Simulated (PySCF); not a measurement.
# C$_{2}$H$_{6}$B: a changed input and its effect

System: C$_{2}$H$_{6}$B, charge −1.
Method of run 1: GIAO PBE0/pcSseg-1 NMR shielding, non-relativistic, IEF-PCM chloroform (PySCF 2.14.0).

The geometry comes from this level: PBE0-D3(BJ)/def2-SVP. Text and figures count atoms from 1; the logs count them from 0 in places.

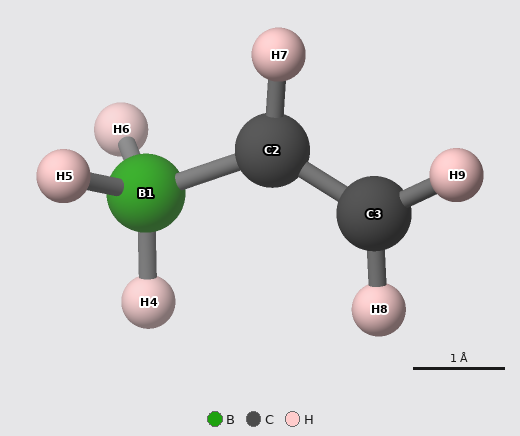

**Figure 1.** The structure (ball-and-stick view, seen at a tilt; atoms are numbered from 1 in the order of the input). Bond lengths as drawn: B–C 1.61 Å, B–H 1.25 Å, C–C 1.34 Å and C–H 1.10 to 1.11 Å.

The input, run 1:
```
{"job": {"kind": "nmr", "xc": "PBE0", "basis": "pcSseg-1", "solvent": "chloroform", "pop": false}, "charge": -1, "multiplicity": 1}
B      1.282236    -0.184590    -0.067936
C     -0.218590     0.304551     0.237746
C     -1.387226    -0.237801    -0.148154
H      1.298027    -1.222961    -0.762384
H      1.906854     0.728608    -0.658026
H      1.883237    -0.389929     1.013415
H     -0.329186     1.220268     0.853120
H     -1.405337    -1.149036    -0.763160
H     -2.370323     0.181945     0.118328
```

The first line tells a small driver script what to run in PySCF; the rest is the geometry in Å.

Launched with:
```bash
OMP_NUM_THREADS=1 python <driver script> task.json out
```

Hardware: 1 CPU thread, shared host.

Output (run 1):
```
coarse grid: 6984 points
cycle   1  E = -104.4800796202  dE = -1.236e-01  |g| = 4.705e-01  |ddm| = 2.385e+00
cycle   2  E = -104.4753391907  dE =  4.740e-03  |g| = 5.156e-01  |ddm| = 1.264e+00
cycle   3  E = -104.5611340290  dE = -8.579e-02  |g| = 8.218e-02  |ddm| = 6.516e-01
cycle   4  E = -104.5627337412  dE = -1.600e-03  |g| = 2.221e-02  |ddm| = 6.663e-02
cycle   5  E = -104.5628476061  dE = -1.139e-04  |g| = 6.271e-03  |ddm| = 2.055e-02
cycle   6  E = -104.5628592631  dE = -1.166e-05  |g| = 9.720e-04  |ddm| = 6.551e-03
cycle   7  E = -104.5628595002  dE = -2.371e-07  |g| = 1.337e-04  |ddm| = 8.303e-04
final grid: 65856 points
cycle   8  E = -104.5808358473  dE = -1.265e-05  |g| = 4.628e-03  |ddm| = 1.580e-02
cycle   9  E = -104.5808349638  dE =  8.835e-07  |g| = 4.992e-03  |ddm| = 9.391e-03
cycle  10  E = -104.5808421317  dE = -7.168e-06  |g| = 3.369e-04  |ddm| = 4.788e-03
cycle  11  E = -104.5808421565  dE = -2.478e-08  |g| = 1.223e-04  |ddm| = 2.952e-04
cycle  12  E = -104.5808421600  dE = -3.549e-09  |g| = 3.414e-05  |ddm| = 1.069e-04
cycle  13  E = -104.5808421604  dE = -3.373e-10  |g| = 5.676e-06  |ddm| = 3.848e-05
converged SCF energy = -104.5808421604

GIAO shielding tensors (ppm)
atom      isotropic    diamagn.    paramagn.     s11        s22        s33       span
  0 B      135.276     185.128     -49.852    125.398    129.127    151.303     25.905
  1 C        8.666     253.768    -245.102   -140.199     -2.454    168.652    308.850
  2 C       68.481     255.221    -186.739    -44.345    104.885    144.905    189.250
  3 H       30.406      30.036       0.370     28.909     30.185     32.124      3.216
  4 H       30.202      29.422       0.779     28.638     29.460     32.508      3.870
  5 H       30.201      29.419       0.782     28.631     29.473     32.500      3.869
  6 H       24.241      31.378      -7.137     19.795     25.328     27.601      7.807
  7 H       26.200      31.655      -5.455     23.933     25.650     29.017      5.084
  8 H       26.261      30.443      -4.182     23.010     25.281     30.492      7.482
```

The input of run 2 differs as follows (lines with − go, lines with + come):
```diff
-"solvent": "chloroform"
-"pop": false
+"solvent": "benzene"
+"pop": true
```

What does this change do to the results?

The total energy of run 2 is 13.8 kcal/mol higher: the change of the electrostatic solvation energy at this fixed geometry, without cavity or dispersion terms. The HOMO goes from −5.29 to −4.17 eV. The LUMO goes from 2.04 to 3.11 eV. Of all shieldings, the largest change is that of C2, by −2.7 ppm. The number of SCF iterations is the same.

Output (run 2):
```
coarse grid: 6984 points
cycle   1  E = -104.4554297783  dE = -9.898e-02  |g| = 4.773e-01  |ddm| = 2.385e+00
cycle   2  E = -104.4463614523  dE =  9.068e-03  |g| = 5.356e-01  |ddm| = 1.339e+00
cycle   3  E = -104.5388288516  dE = -9.247e-02  |g| = 8.861e-02  |ddm| = 7.043e-01
cycle   4  E = -104.5406999546  dE = -1.871e-03  |g| = 2.345e-02  |ddm| = 7.257e-02
cycle   5  E = -104.5408275961  dE = -1.276e-04  |g| = 6.791e-03  |ddm| = 2.344e-02
cycle   6  E = -104.5408414357  dE = -1.384e-05  |g| = 1.040e-03  |ddm| = 7.270e-03
cycle   7  E = -104.5408417060  dE = -2.703e-07  |g| = 1.526e-04  |ddm| = 8.922e-04
final grid: 65856 points
cycle   8  E = -104.5588303619  dE = -1.254e-05  |g| = 4.664e-03  |ddm| = 1.583e-02
cycle   9  E = -104.5588292260  dE =  1.136e-06  |g| = 5.104e-03  |ddm| = 9.738e-03
cycle  10  E = -104.5588367387  dE = -7.513e-06  |g| = 3.495e-04  |ddm| = 5.047e-03
cycle  11  E = -104.5588367655  dE = -2.682e-08  |g| = 1.283e-04  |ddm| = 3.146e-04
cycle  12  E = -104.5588367694  dE = -3.917e-09  |g| = 3.498e-05  |ddm| = 1.140e-04
cycle  13  E = -104.5588367698  dE = -3.570e-10  |g| = 5.600e-06  |ddm| = 4.004e-05
converged SCF energy = -104.5588367698

GIAO shielding tensors (ppm)
atom      isotropic    diamagn.    paramagn.     s11        s22        s33       span
  0 B      134.896     185.035     -50.140    125.124    128.504    151.059     25.936
  1 C        5.923     253.249    -247.326   -145.738     -3.499    167.006    312.744
  2 C       71.192     255.136    -183.944    -40.273    109.892    143.956    184.229
  3 H       30.325      29.928       0.397     28.794     30.128     32.053      3.259
  4 H       30.143      29.305       0.838     28.583     29.412     32.435      3.852
  5 H       30.143      29.301       0.842     28.576     29.426     32.428      3.852
  6 H       24.202      31.424      -7.222     19.503     25.470     27.634      8.131
  7 H       26.325      31.789      -5.464     24.194     25.702     29.080      4.885
  8 H       26.453      30.684      -4.230     23.153     25.457     30.751      7.598
```

The two runs side by side:

| quantity | run 1 | run 2 |
| --- | --- | --- |
| outcome | converged | converged |
| total energy (hartree) | −104.580842 | −104.558837 |
| HOMO (eV) | −5.29 | −4.17 |
| LUMO (eV) | 2.04 | 3.11 |
| shielding of B1 (ppm) | 135.3 | 134.9 |
| shielding of C2 (ppm) | 8.7 | 5.9 |
| shielding of C3 (ppm) | 68.5 | 71.2 |
| shielding of H4 (ppm) | 30.4 | 30.3 |
| shielding of H5 (ppm) | 30.2 | 30.1 |
| shielding of H8 (ppm) | 26.2 | 26.3 |
| shielding of H9 (ppm) | 26.3 | 26.5 |
| SCF iterations | 13 | 13 |
| basis functions | 81 | 81 |
| wall time (shared host) | 2.2 s | 2.9 s |
